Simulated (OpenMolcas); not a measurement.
**Run report: Dy²⁺ complex, multiconfigurational calculation (part 2 of 2)**

The same run, continued: Dy²⁺ with 6 ligands (O; octahedron, 2.595 Å), embedded in CaO by model potentials and point charges, whose field is part of the energies. Method: state-averaged CASSCF, active space 10 electrons in the shell 4f, basis ANO-RCC-VDZP on the metal and ANO-RCC-VDZP on the ligands, DKH2 scalar Hamiltonian, spin-orbit coupling by RASSI with atomic mean-field integrals (OpenMolcas).

### Log (extracts), continued
```
--- RASSI ---
SPIN-FREE ENERGIES:
  (Shifted by EMIN (a.u.) =     -12603.5475011118)

 SF State       Relative EMIN(au)   Rel lowest level(eV)    D:o, cm**(-1)

     1             0.0000000000        0.0000000000              0.0000
     2             0.0002890387        0.0078651444             63.4367
     3             0.0002890387        0.0078651444             63.4367
     4             0.0002890387        0.0078651444             63.4367
     5             0.0004738497        0.0128941080            103.9980
     6             0.0004738497        0.0128941080            103.9980
     7             0.0014925677        0.0406148359            327.5807
     8             0.0014925677        0.0406148359            327.5807
     9             0.0014925677        0.0406148359            327.5807
    10             0.0015413758        0.0419429714            338.2929
    11             0.0015413758        0.0419429714            338.2929
    12             0.0015413758        0.0419429714            338.2929
    13             0.0016342969        0.0444714842            358.6867
    14             0.0748755694        2.0374680386          16433.2880
    15             0.0748755694        2.0374680386          16433.2880
    16             0.0748755694        2.0374680386          16433.2880
    17             0.0753731423        2.0510076876          16542.4926
    18             0.0756197968        2.0577194976          16596.6270
    19             0.0756197968        2.0577194976          16596.6270
    20             0.0756197968        2.0577194976          16596.6270
    21             0.0762131447        2.0738653176          16726.8518
    34             0.0889886628        2.4215048743          19530.7540
    35             0.0889886628        2.4215048743          19530.7540
    36             0.0889886628        2.4215048743          19530.7540
    37             0.0890207587        2.4223782483          19537.7982
    38             0.0890207587        2.4223782483          19537.7982
    39             0.0890207587        2.4223782483          19537.7982
    40             0.0892718834        2.4292116996          19592.9137
    41             0.0893359955        2.4309562801          19606.9847
    42             0.0893359955        2.4309562801          19606.9847
    43             0.0893359955        2.4309562801          19606.9847
    44             0.0893714716        2.4319216322          19614.7708
    45             0.0893714716        2.4319216322          19614.7708
    46             0.0894376176        2.4337215563          19629.2881
    47             0.0894376176        2.4337215563          19629.2881
    48             0.0894376176        2.4337215563          19629.2881
    49             0.1134105880        3.0860593131          24890.7470
    50             0.1134105880        3.0860593131          24890.7470
    51             0.1134105880        3.0860593131          24890.7470
    52             0.1134486250        3.0870943546          24899.0952
Eigenvalues of complex Hamiltonian:
   -----------------------------------
  (Shifted by EMIN (a.u.) =     -12603.5475011118)

 SO State       Relative EMIN(au)   Rel lowest level(eV)    D:o, cm**(-1)

     1            -0.0295696325        0.0000000000              0.0000
     2            -0.0295696325        0.0000000003              0.0000
     3            -0.0295351061        0.0009395111              7.5777
     4            -0.0295351061        0.0009395112              7.5777
     5            -0.0295351061        0.0009395114              7.5777
     6            -0.0294470967        0.0033343688             26.8935
     7            -0.0287343748        0.0227285176            183.3179
     8            -0.0287343748        0.0227285177            183.3179
     9            -0.0287343749        0.0227285173            183.3179
    10            -0.0286109823        0.0260862004            210.3994
    11            -0.0286109823        0.0260862002            210.3994
    12            -0.0286109823        0.0260862003            210.3994
    13            -0.0284395984        0.0307497943            248.0138
    14            -0.0284395984        0.0307497943            248.0138
    15            -0.0284367661        0.0308268644            248.6354
    16            -0.0284367661        0.0308268644            248.6354
    17            -0.0284367661        0.0308268645            248.6354
    18            -0.0100385306        0.5314683572           4286.5814
    19            -0.0100385306        0.5314683574           4286.5814
    20            -0.0100385306        0.5314683576           4286.5814
    21            -0.0100204318        0.5319608509           4290.5536
    22            -0.0100204318        0.5319608509           4290.5536
    23            -0.0100204318        0.5319608507           4290.5536
    24            -0.0096389889        0.5423404410           4374.2707
    25            -0.0095693015        0.5442367307           4389.5653
    26            -0.0095693015        0.5442367307           4389.5653
    27            -0.0095693015        0.5442367307           4389.5653
    28            -0.0095226460        0.5455062930           4399.8050
    29            -0.0095226460        0.5455062929           4399.8050
    30            -0.0093988579        0.5488747365           4426.9733
    31            -0.0093988579        0.5488747364           4426.9733
    32            -0.0093988579        0.5488747366           4426.9733
    33             0.0042710476        0.9208518153           7427.1708
    34             0.0042710476        0.9208518157           7427.1708
    35             0.0043017366        0.9216869072           7433.9062
    36             0.0043017366        0.9216869073           7433.9062
    37             0.0043017366        0.9216869073           7433.9062
    38             0.0044551827        0.9258623883           7467.5838
    39             0.0046011515        0.9298343994           7499.6202
    40             0.0046011514        0.9298343992           7499.6202
    41             0.0046011514        0.9298343993           7499.6202
Weights of the five most important spin-orbit-free states for each spin-orbit state.

 SO State  Total energy (au)           Spin-free states, spin, and weights
 -------------------------------------------------------------------------------------------------------
    1        -0.029570       2 2.0  0.2839    1 2.0  0.2464    3 2.0  0.1779    5 2.0  0.1104    6 2.0  0.1104
    2        -0.029570       4 2.0  0.3033    1 2.0  0.2464    3 2.0  0.1392    5 2.0  0.1104    6 2.0  0.1104
    3        -0.029535       2 2.0  0.4575    5 2.0  0.2671    1 2.0  0.1852    6 2.0  0.0211   38 1.0  0.0118
    4        -0.029535       3 2.0  0.4567    1 2.0  0.1852    5 2.0  0.1474    6 2.0  0.1408   37 1.0  0.0118
    5        -0.029535       4 2.0  0.4612    6 2.0  0.2704    1 2.0  0.1852    5 2.0  0.0178   37 1.0  0.0119
    6        -0.029447       6 2.0  0.2409    5 2.0  0.2409    4 2.0  0.1527    3 2.0  0.1527    2 2.0  0.1527
    7        -0.028734       8 2.0  0.1833   11 2.0  0.1287   10 2.0  0.0967   12 2.0  0.0966    2 2.0  0.0763
    8        -0.028734       9 2.0  0.1862   12 2.0  0.1294   10 2.0  0.0972   11 2.0  0.0954    2 2.0  0.0772
    9        -0.028734       7 2.0  0.1918   10 2.0  0.1281   11 2.0  0.0979   12 2.0  0.0960    4 2.0  0.0771
   10        -0.028611      10 2.0  0.3116   11 2.0  0.1046    6 2.0  0.0970   12 2.0  0.0945    9 2.0  0.0919
   11        -0.028611      12 2.0  0.3266    5 2.0  0.0984   10 2.0  0.0946    7 2.0  0.0908   11 2.0  0.0895
   12        -0.028611      11 2.0  0.3166   10 2.0  0.1045   12 2.0  0.0896    7 2.0  0.0879    9 2.0  0.0859
```

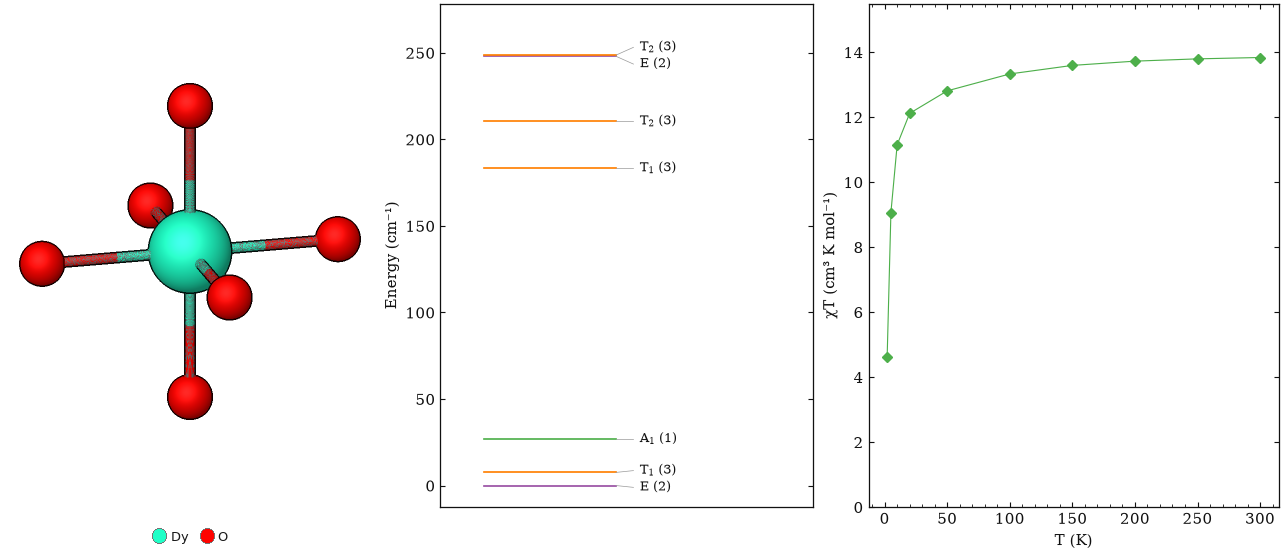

*Dy²⁺ (4f¹⁰) as a dopant in CaO, a cluster with its 6 nearest O²⁻ at 2.595 Å (octahedron) embedded in model potentials and point charges; the geometry was set, not optimised, and its levels and susceptibility. Labels give the representation in O, Td, D4 or D3 as the site allows (double group for half-integer spin) where it could be assigned and, in brackets, the degeneracy; spin-free states, where drawn, share the zero of the spin-orbit levels. Powder susceptibility by Van Vleck's formula.*

The ground level is E, doubly degenerate, 95 % from states of spin multiplicity 5 (of the 210 states of multiplicity 3, 106 enter the spin-orbit step). Its principal g values are all close to zero. The next level lies at 7.6 cm⁻¹ (T₁). The lowest J multiplet spreads over 249 cm⁻¹. χT is 4.62 cm³ K mol⁻¹ at 2 K and 13.8 at 300 K, an effective moment of 10.52 μB. The active orbitals hold 100 % metal character (Löwdin), and the Mulliken charge of the metal is +1.52.

Outcome of the run: converged.
